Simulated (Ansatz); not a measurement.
**Si2H5 (SMILES [SiH2][SiH3]): where methods fail along a bond**

Si2H5 has 7 atoms, charge 0, and is taken as a doublet. SMILES: `[SiH2][SiH3]`. Geometry: relaxed at PBE0-D4/def2-TZVP.

```xyz
7

Si   -0.2096   -1.3612   -0.1911
Si    0.3579    0.8892   -0.0620
H    -0.0026   -2.1239    1.0703
H    -1.5736   -1.6246   -0.7256
H     0.2100    1.5028   -1.4080
H    -0.4958    1.6431    0.8986
H     1.7749    1.0068    0.3722
```

The Si1–H4 distance is scanned; the parts on either side stay rigid. Basis STO-3G, 10 core orbitals frozen in the correlated methods; program Ansatz 0.2.0. FCI is exact within this basis and core. Energies in eV from each method's value at 1.488 Å; open shells run as named. The shape above is that at 1.488 Å.

```
distance (Å)  USVWN5  UPBE  U-r2SCAN  UBHLYP  U-r2SCAN0  UCCSD  UCCSDT(Q)   FCI
       1.488    0.00  0.00      0.00    0.00       0.00   0.00       0.00  0.00
       1.861    1.17  1.12      1.23    1.41       1.35   1.21       1.20  1.20
       2.233    2.90  2.79      3.01    3.30       3.25   2.87       2.82  2.82
       2.977    4.95  4.61      4.66    4.59       4.66   4.36       4.34  4.34
       3.721    5.24  4.78      4.88    4.73       4.85   4.41       4.41  4.41
```

Departure from the FCI curve at its largest: USVWN5 +0.83 eV at 3.72 Å; UPBE +0.37 eV at 3.72 Å; U-r2SCAN +0.47 eV at 3.72 Å; UBHLYP +0.48 eV at 2.23 Å; U-r2SCAN0 +0.44 eV at 3.72 Å; UCCSD +0.05 eV at 2.23 Å; UCCSDT(Q) within 0.005 eV. For the functionals part of the departure is owed to the small basis.

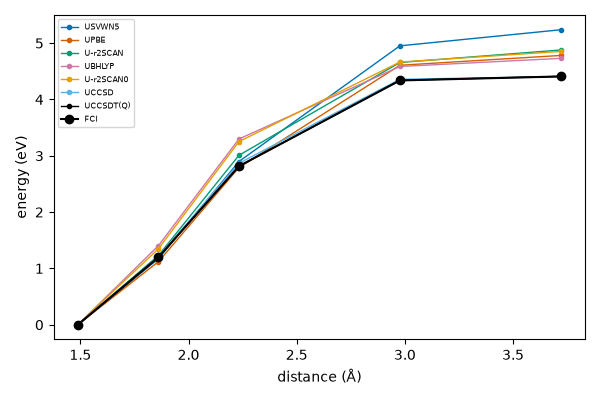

The curves of the table.
